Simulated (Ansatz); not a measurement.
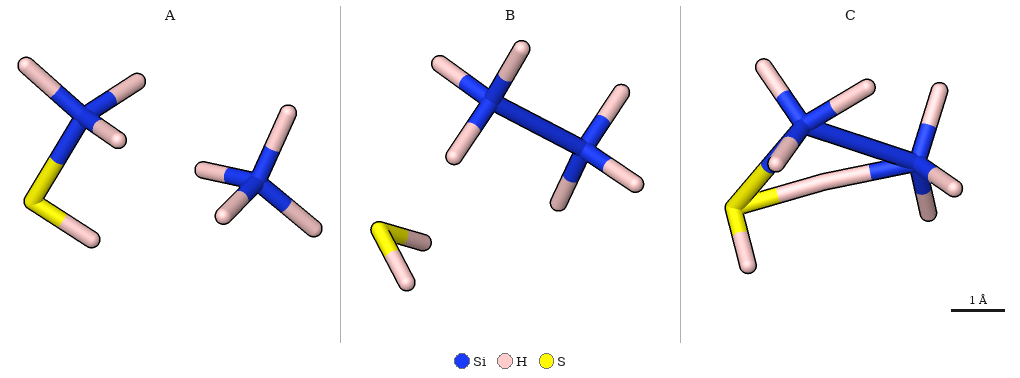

Three geometries of Si2H8S: a saddle point and the two minima that it joins, in shuffled order. The picture is a stick view, seen at a tilt. Sticks join atoms that are closer than about 1.2 times the sum of their covalent radii (a little more with hydrogen).

Stationary points at PBE0-D4/def2-TZVP, single-point energies with CCSD(T)/CBS (def2-TZVPP where no basis is named; Ansatz 0.2.0). The energies are electronic, without zero-point or thermal terms, and both ends are the minima reached downhill from the saddle, with any fragments still in contact. CCSD(T)/CBS stands for a frozen-core estimate: MP2 correlation extrapolated from def2-TZVPP and def2-QZVPP, CCSD(T) minus MP2 from the smaller set.

### Identify the saddle point and describe the reaction.

Frame C is the saddle point. Counted by bonded pieces, B holds H₂S + Si₂H₆ and A holds SiH₄ + SiH₄S. From B over the saddle to A, bonds form: S–Si (3.84 → 2.53 → 2.14 Å), H–Si (3.98 → 1.80 → 1.48 Å). Bonds break: Si–Si (2.34 → 2.57 → 4.03 Å), H–S (1.34 → 1.80 → 3.86 Å). The saddle has one imaginary mode, 1089i cm⁻¹. With CCSD(T)/CBS the barrier is 51.8 kcal/mol from B and 64.4 kcal/mol from A, and A lies 12.6 kcal/mol below B.
